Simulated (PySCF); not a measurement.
```xyz
2

Co    0.0000    0.0000   -0.7839
Cl    0.0000    0.0000    1.3211
```

Method: PBE0/def2-TZVPP, non-relativistic Hamiltonian with scalar-relativistic core potentials where named, at a bond length of 2.105 Å (PySCF 2.14.0).

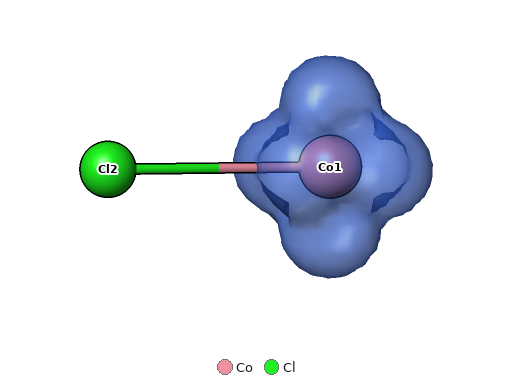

CoCl (triplet). Isosurfaces of the spin density at +0.15 (blue) and −0.15 e/Å³ (red), seen from one side.

Q: Where is the unpaired spin?

A: The unpaired spin (2 electrons) lies mostly on Co1 (about 2.0), in electrons by Hirshfeld's partition. Only one sign reaches the isovalue.
